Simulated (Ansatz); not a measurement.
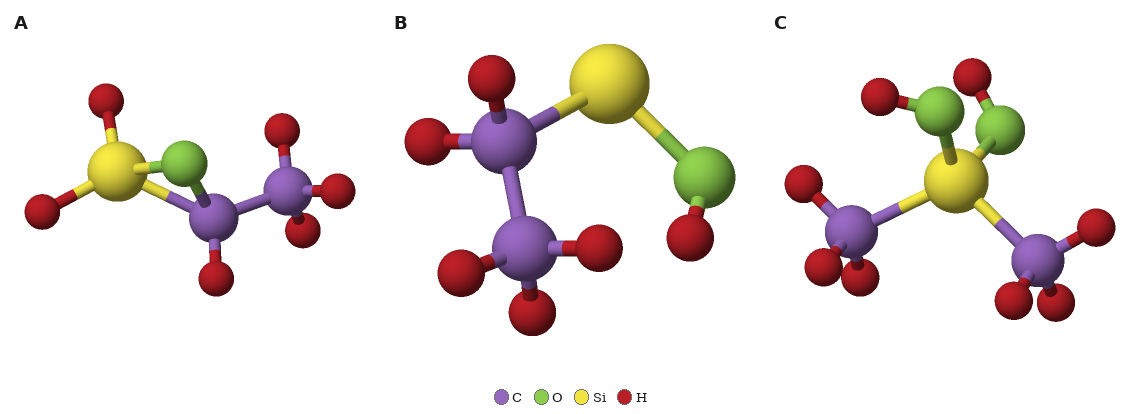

Simulated data, not a measurement (program: Ansatz).

Which panel belongs to which SMILES?
(1) C[Si](C)(O)O
(2) C[C@H]1O[SiH2]1
(3) CC[Si]O

Answer. A is (2), B is (3), C is (1).
